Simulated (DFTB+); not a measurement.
## Run report: C$_{4}$H$_{10}$Si, single-point calculation

System: C$_{4}$H$_{10}$Si.
Method: GFN2-xTB, R-SCC, dispersion built in (DFTB+ 25.1).

The geometry: force field.

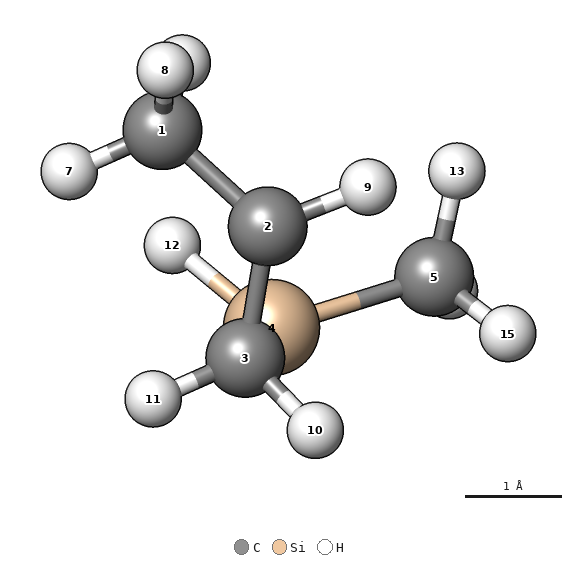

Figure 1. The structure as given in the input (ball-and-stick view, seen at a tilt; atoms are numbered from 1 in the order of the input). Bond lengths as drawn: C–C 1.45 to 1.49 Å, C–H 1.05 to 1.17 Å, C–Si 1.73 to 1.86 Å and H–Si 1.50 Å.

### Input file (dftb_in.hsd)
```
Geometry = xyzFormat {
  <<< "mol.xyz"
}

Hamiltonian = xTB {
  Method = "GFN2-xTB"
  Filling = MethfesselPaxton {
    Temperature [K] = 1000
    Order = 2
  }
}

Options {
  WriteResultsTag = Yes
}

InputVersion = 25.1
```

### File mol.xyz
```
15

C     -0.984700    -1.737500    -0.298800
C     -0.052900    -0.990800     0.591100
C      1.270900    -0.630800     0.121000
Si     0.737300     0.797700    -0.696500
C      0.034300     2.205700     0.300900
H     -1.801600    -0.993500    -0.687800
H     -0.509600    -2.177200    -1.152300
H     -1.504000    -2.455100     0.258500
H     -0.528000    -0.396800     1.416300
H      2.025700    -0.429500     0.956200
H      1.790200    -1.371700    -0.477700
H     -0.122600     0.560200    -1.898100
H     -1.052900     2.075700     0.613400
H      0.040100     3.154000    -0.240400
H      0.635900     2.338700     1.223400
```

Run as:
```bash
dftb+ > output.log
```

### Log
```
|  DFTB+ development version (commit: a23bfb2)

Reading input file 'dftb_in.hsd'
Parser version: 14

--------------------------------------------------------------------------------

Processed input in HSD format written to 'dftb_pin.hsd'

Starting initialization...
--------------------------------------------------------------------------------
OpenMP threads:              1
Chosen random seed:          287081825
Current stacksize:           unlimited
Mode:                        Static calculation
Self consistent charges:     Yes
SCC-tolerance:                 0.100000E-04
Max. scc iterations:                    100
Shell resolved Hubbard:      Yes
Spin polarisation:           No
Nr. of up electrons:            15.000000
Nr. of down electrons:          15.000000
Periodic boundaries:         No
Electronic solver:           Relatively robust
Mixer:                       Broyden mixer
Mixing parameter:                  0.200000
Nr. of chrg. vec. in memory:            100
Max. SCC-cycles:                        100
tblite library version:      0.3.0
-> parametrization:          GFN2-xTB
-> repulsion:                Yes
-> dispersion:               Yes
-> halogen bonding:          No
-> electrostatics:           Yes
   -> isotropic:             Yes
   -> anisotropic:           Yes
   -> third-order:           Yes
Electronic temperature:              0.316682E-02 H      0.861734E-01 eV
Initial charges:             Set automatically (system chrg:   0.000E+00)
Included shells:             C:  s, p
                            Si:  s, p, d
                             H:  s
Extra options:
                             Mulliken analysis

--------------------------------------------------------------------------------

***  Geometry step: 0

 iSCC Total electronic   Diff electronic      SCC error
    1   -0.15137432E+02    0.00000000E+00    0.12834875E+01
    2   -0.15455125E+02   -0.15137432E+02    0.10819736E+01
    3   -0.15488224E+02   -0.31769295E+00    0.77625704E+00
    4   -0.15462082E+02   -0.33098715E-01    0.54437637E+00
    5   -0.15462595E+02    0.26141115E-01    0.28079517E+00
    6   -0.15477629E+02   -0.51266797E-03    0.10816712E+00
    7   -0.15479122E+02   -0.15034005E-01    0.45683432E-01
    8   -0.15483413E+02   -0.14932191E-02    0.28929943E-01
    9   -0.15483950E+02   -0.42903656E-02    0.95312712E-02
   10   -0.15484075E+02   -0.53681363E-03    0.63451469E-02
   11   -0.15484097E+02   -0.12590602E-03    0.24410902E-02
   12   -0.15484057E+02   -0.21548943E-04    0.10826481E-02
   13   -0.15484030E+02    0.39896784E-04    0.99498465E-03
   14   -0.15484028E+02    0.26784866E-04    0.77555817E-03
   15   -0.15484027E+02    0.21795061E-05    0.10964011E-03
   16   -0.15484029E+02    0.66035544E-06    0.62329569E-04
   17   -0.15484029E+02   -0.17113911E-05    0.36480949E-04
   18   -0.15484030E+02    0.66964059E-07    0.13801435E-04
   19   -0.15484030E+02   -0.46839641E-06    0.43087797E-05

Total Energy:                      -15.2546439321 H         -415.1000 eV
Extrapolated to 0K:                -15.2546439321 H         -415.1000 eV
Total Mermin free energy:          -15.2546439321 H         -415.1000 eV
Force related energy:              -15.2546439321 H         -415.1000 eV

--------------------------------------------------------------------------------
--------------------------------------------------------------------------------
SCC                                    +       0.03 ( 89.7%)       0.05 ( 91.7%)
--------------------------------------------------------------------------------
Missing                                +       0.00 ( 10.3%)       0.00 (  8.3%)
Total                                  =       0.04 (100.0%)       0.06 (100.0%)
--------------------------------------------------------------------------------
```

### File detailed.out
```
Methfessel-Paxton distribution function order           2

Calculation with static geometry

********************************************************************************
 iSCC Total electronic   Diff electronic      SCC error
   19   -0.15484030E+02   -0.46839641E-06    0.43087797E-05
********************************************************************************

 Total charge:    -0.00000000

 Atomic gross charges (e)
 Atom           Charge
    1      -0.08965405
    2      -0.10927719
    3      -0.10165782
    4       0.36871710
    5      -0.18079630
    6       0.00554676
    7       0.02810002
    8       0.04034081
    9      -0.01150981
   10       0.01782920
   11       0.02648647
   12      -0.07875817
   13       0.02905667
   14       0.02265116
   15       0.03292516

Nr. of electrons (up):     30.00000000
Atom populations (up)
 Atom       Population
    1       4.08965405
    2       4.10927719
    3       4.10165782
    4       3.63128290
    5       4.18079630
    6       0.99445324
    7       0.97189998
    8       0.95965919
    9       1.01150981
   10       0.98217080
   11       0.97351353
   12       1.07875817
   13       0.97094333
   14       0.97734884
   15       0.96707484

l-shell populations (up)
 Atom Sh.   l       Population
    1   1   0       1.03783318
    1   2   1       3.05182086
    2   1   0       1.10190297
    2   2   1       3.00737422
    3   1   0       1.05100236
    3   2   1       3.05065547
    4   1   0       1.42872091
    4   2   1       2.11919592
    4   3   2       0.08336607
    5   1   0       1.05961531
    5   2   1       3.12118098
    6   1   0       0.99445324
    7   1   0       0.97189998
    8   1   0       0.95965919
    9   1   0       1.01150981
   10   1   0       0.98217080
   11   1   0       0.97351353
   12   1   0       1.07875817
   13   1   0       0.97094333
   14   1   0       0.97734884
   15   1   0       0.96707484

Orbital populations (up)
 Atom Sh.   l   m       Population  Label
    1   1   0   0       1.03783318  s
    1   2   1  -1       1.02277802  p_y
    1   2   1   0       1.01150916  p_z
    1   2   1   1       1.01753368  p_x
    2   1   0   0       1.10190297  s
    2   2   1  -1       1.04136035  p_y
    2   2   1   0       0.98632695  p_z
    2   2   1   1       0.97968693  p_x
    3   1   0   0       1.05100236  s
    3   2   1  -1       1.02689662  p_y
    3   2   1   0       1.03400112  p_z
    3   2   1   1       0.98975773  p_x
    4   1   0   0       1.42872091  s
    4   2   1  -1       0.54128707  p_y
    4   2   1   0       0.56874669  p_z
    4   2   1   1       1.00916216  p_x
    4   3   2  -2       0.02179234  d_xy
    4   3   2  -1       0.05296979  d_yz
    4   3   2   0      -0.00084401  d_z2
    4   3   2   1       0.00978775  d_xz
    4   3   2   2      -0.00033980  d_x2-y2
    5   1   0   0       1.05961531  s
    5   2   1  -1       1.05965412  p_y
    5   2   1   0       1.04572136  p_z
    5   2   1   1       1.01580550  p_x
    6   1   0   0       0.99445324  s
    7   1   0   0       0.97189998  s
    8   1   0   0       0.95965919  s
    9   1   0   0       1.01150981  s
   10   1   0   0       0.98217080  s
   11   1   0   0       0.97351353  s
   12   1   0   0       1.07875817  s
   13   1   0   0       0.97094333  s
   14   1   0   0       0.97734884  s
   15   1   0   0       0.96707484  s

Fermi level:                        -0.2666287967 H           -7.2553 eV
Band energy:                       -14.7117716757 H         -400.3277 eV
TS:                                  0.0000000000 H            0.0000 eV
Band free energy (E-TS):           -14.7117716757 H         -400.3277 eV
Extrapolated E(0K):                -14.7117716757 H         -400.3277 eV
Input / Output electrons (q):     30.0000000000     30.0000000000

Energy H0:                         -15.5083491769 H         -422.0037 eV
Energy SCC:                          0.0243195419 H            0.6618 eV
Total Electronic energy:           -15.4840296350 H         -421.3419 eV
Repulsive energy:                    0.2387667590 H            6.4972 eV
Total energy:                      -15.2546439321 H         -415.1000 eV
Extrapolated to 0:                 -15.2546439321 H         -415.1000 eV
Total Mermin free energy:          -15.2546439321 H         -415.1000 eV
Force related energy:              -15.2546439321 H         -415.1000 eV

Non-constrained calculation

SCC converged

Dipole moment:    0.08132124    0.14329957    0.04755253 au
Dipole moment:    0.20669799    0.36423120    0.12086648 Debye
```

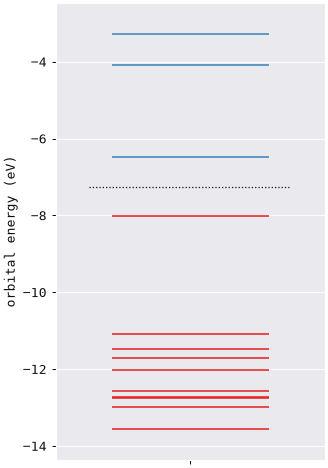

Figure 2. Orbital energies near the frontier; the dotted line parts filled from empty levels, and levels within 0.02 eV of each other stand side by side. Highest filled −8.03 eV, lowest empty −6.49 eV, 1.54 eV apart.

### Results in brief

```json
{"quantity": "outcome", "value": "converged"}
{"quantity": "Mermin free energy", "value": "−15.254644 hartree"}
{"quantity": "basis functions", "value": "35"}
{"quantity": "HOMO", "value": "−8.03 eV"}
{"quantity": "LUMO", "value": "−6.49 eV"}
{"quantity": "dipole moment", "value": "0.44 D"}
{"quantity": "hardware", "value": "1 thread of Intel Xeon @ 2.50GHz (Skylake/Cascade Lake), 32 GiB of memory available, shared host"}
{"quantity": "peak memory", "value": "0.072 GiB"}
```

Settings chosen away from the usual ones: electronic_temperature.
